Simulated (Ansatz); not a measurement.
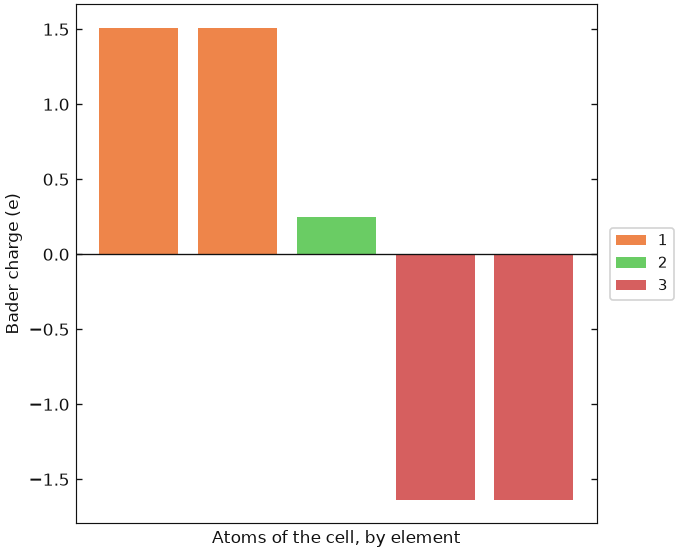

Bader charges of the atoms (positive: electrons lost).

Structure: Mg$_{2}$GeBi$_{2}$, space group P-3m1, 5 atoms in the cell; a = 4.61 Å, b = 4.61 Å, c = 7.47 Å, α = 90.00°, β = 90.00°, γ = 120.00°.

Computed with Ansatz: DFT with r2SCAN, PAW plane waves, no spin polarisation, 9×9×5 k mesh, 500 eV cutoff, Fermi-Dirac smearing of 0.1 eV.

### Which number is which element?

1 is Mg; 2 is Ge; 3 is Bi. The Bader charges are Mg +1.51 e, Ge +0.25 e and Bi −1.64 e.

The structure was built from a prototype or by substitution, so it need not be a known phase. The atoms aren't at rest in this cell (largest force 0.9 eV/Å), so the relaxed material can differ. Spin-orbit coupling is left out, which matters for Bi.
